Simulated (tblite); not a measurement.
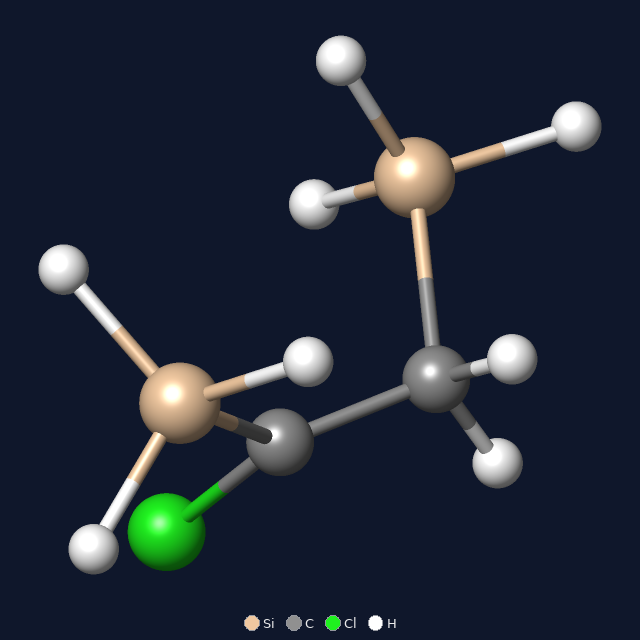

Source: calculation with tblite.

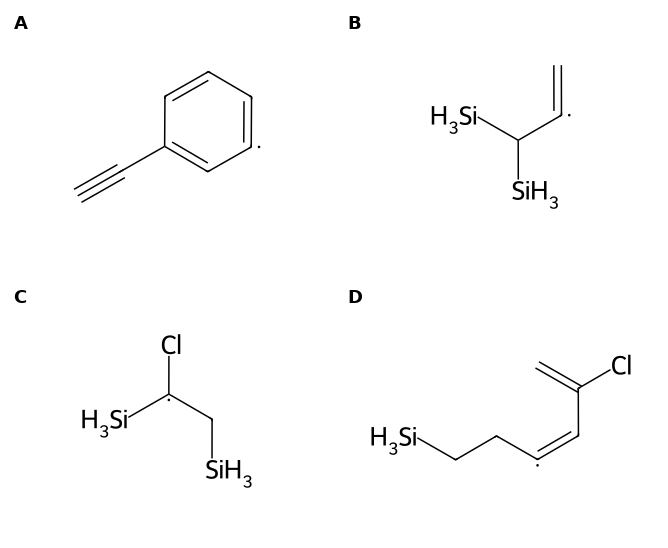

Question: The first picture shows one of the molecules drawn in the second. Which?

Answer: C, `[SiH3]C[C]([SiH3])Cl`.
